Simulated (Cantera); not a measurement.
Input: 1 mol SiH4, a varied amount of NH3, 2 mol H2, held at 1575 K and 33.0 mbar.

Equilibrium computed with Cantera from the NASA thermochemical tables; the gas is ideal and each condensed phase is pure. Candidate condensed phases: Si, Si3N4; 18 gas species. Mutual solubility and eutectic melting of coexisting phases are not modelled. Equilibrium is a limit: real reactors are often held back by kinetics, nucleation or transport.

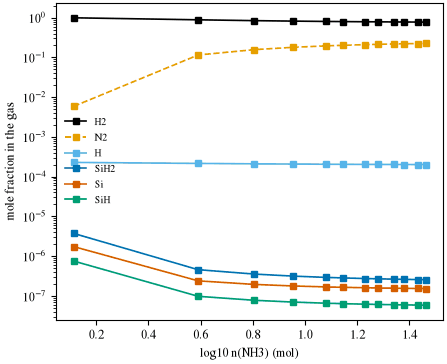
Figure: Equilibrium gas composition (values under 1e-9 drawn at 1e-9)

At 1.3 mol NH3 the condensed part is Si(s) + Si3N4(s). From 3.9 mol NH3 to 29 mol NH3 the condensed part is Si3N4(s). The main Si-bearing gas is SiH2 throughout.
